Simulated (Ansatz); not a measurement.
## InAs: Li interstitial (started 2.65 Å from the nearest host atom), symmetric start

Base system: an 8-atom supercell of InAs in the zinc blende structure (space group F-43m, No. 216; a = 6.108 Å) at its relaxed geometry.

Perturbation: a neutral Li interstitial (started 2.65 Å from the nearest host atom), symmetric start, atoms relaxed at fixed cell.

The values are results of plane-wave PAW DFT at the r2SCAN level (Ansatz, an electronic-structure program, 500 eV), spin-orbit coupling left out, earlier PAW set, not measurements. Γ-centred 4×4×4 mesh, Fermi–Dirac width 0.05 eV.

```json
[
 {"quantity": "pressure", "base": "0.0 GPa", "changed": "3.7 GPa", "shift": "+3.7 GPa"},
 {"quantity": "largest displacement of a host atom from its site in the perfect cell", "base": "–", "changed": "0.00 Å", "shift": "–"},
 {"quantity": "final site of the added atom", "base": "–", "changed": "4 As at 2.65 Å and 6 In at 3.05 Å", "shift": "–"}
]
```

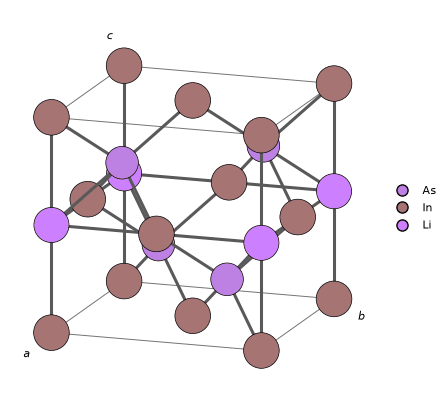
*The relaxed cell after the change*

In so small a cell the defect repeats every few ångströms: this is an ordered compound, not a dilute defect. A case with no gap was solved on a k-mesh chosen for an insulator, which is coarse for it. The defect started on the symmetric site and kept its symmetry, so it may sit on a saddle. The final runs are not spin-polarised. The defect cell is not spin-polarised.
